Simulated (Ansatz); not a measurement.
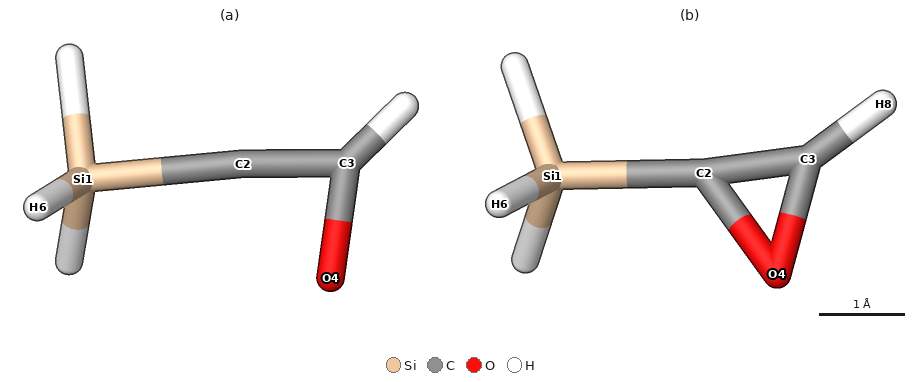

The structure of C2H4OSi before (left) and after (right) a relaxation, at one scale.

A stick model, seen at a tilt.

Computed with RKS wB97X-V/STO-3G in Ansatz 0.2.0.

Input file:
```yaml
crystal:
  periodic: [false, false, false]
  atoms:
    - {symbol: Si, position_ang: [-0.249687, 1.291421, -0.512903]}
    - {symbol: C, position_ang: [0.301568, -0.461385, 0.047792]}
    - {symbol: C, position_ang: [0.462907, -1.582799, 0.708583]}
    - {symbol: O, position_ang: [-0.855944, -1.759847, 0.369139]}
    - {symbol: H, position_ang: [-0.950541, 1.083851, -1.657183]}
    - {symbol: H, position_ang: [-1.002411, 1.852961, 0.431803]}
    - {symbol: H, position_ang: [1.187588, 1.772451, -0.670330]}
    - {symbol: H, position_ang: [1.291981, -2.078814, 0.859247]}
basis:
  gaussian: {orbitals: STO-3G}
hamiltonian: {xc: {name: wB97X-V}, pseudopotentials: {relativity: none}}
accuracy: high
relax: {f_tol: 0.001, max_steps: 3}
```

Run as
```bash
ansatz run in.yaml --threads 2 --pin off --events-out ev --progress --plain --max-ram 4352MiB
```

Describe what moved and what it gained.

Answer. The relaxation stopped without meeting its thresholds, so the last structure isn't shown to be converged. The input was poor on purpose: steps. The atom that moves furthest after the best rigid fit is H8 (0.24 Å). Largest moves by element: H 0.24 Å, O 0.17 Å, Si 0.12 Å, C 0.12 Å. Near-neighbour distances that change, for instance: C2–O4 1.769 → 1.565 Å, C3–H8 0.978 → 1.101 Å, Si1–C2 1.921 → 1.810 Å, Si1–H6 1.332 → 1.439 Å. Bond angles that change, for instance: C2–C3–H8 128.0° → 149.5°, C2–Si1–H7 92.7° → 109.3°, C2–C3–O4 82.4° → 70.0°. The energy falls by 1.742 eV in 2 geometry steps. The largest force component goes from 6.4 to 2.3 eV/Å. Cost: 59 s on 2 threads of Arm Neoverse V1, with other jobs on the host.

Limits of the set-up: STO-3G is a minimal basis, so the numbers are rough.
